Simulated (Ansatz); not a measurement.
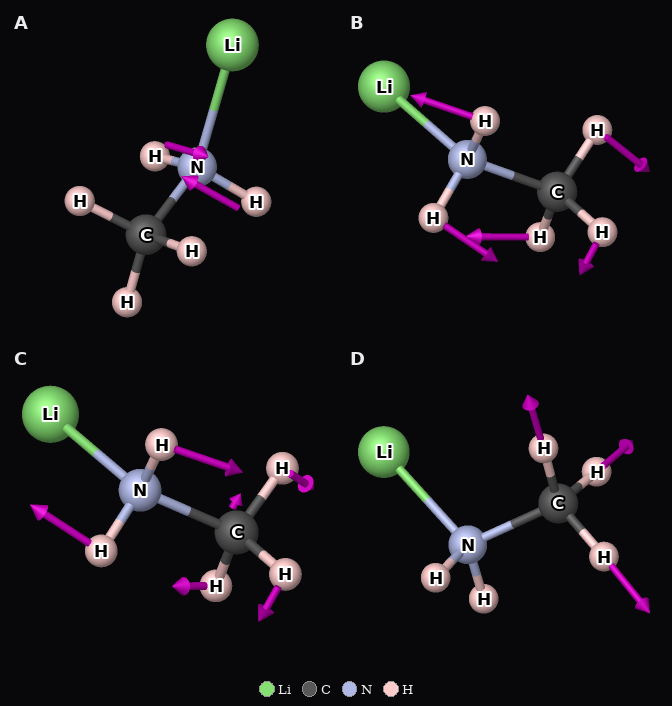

4 normal modes of one molecule or complex, as arrows. The species has charge +1 and is a spin singlet. Harmonic vibrations computed with RKS PBE0-D4/def2-TZVP (Ansatz 0.2.0) at a stationary point of the same level.

> Match the panels to the wavenumbers 1002 cm⁻¹, 1351 cm⁻¹, 3069 cm⁻¹, 3482 cm⁻¹.

A: 3482 cm⁻¹, in-phase stretching of 2 N–H bonds
B: 1002 cm⁻¹, angle bending
C: 1351 cm⁻¹, angle bending
D: 3069 cm⁻¹, in-phase stretching of 3 C–H bonds
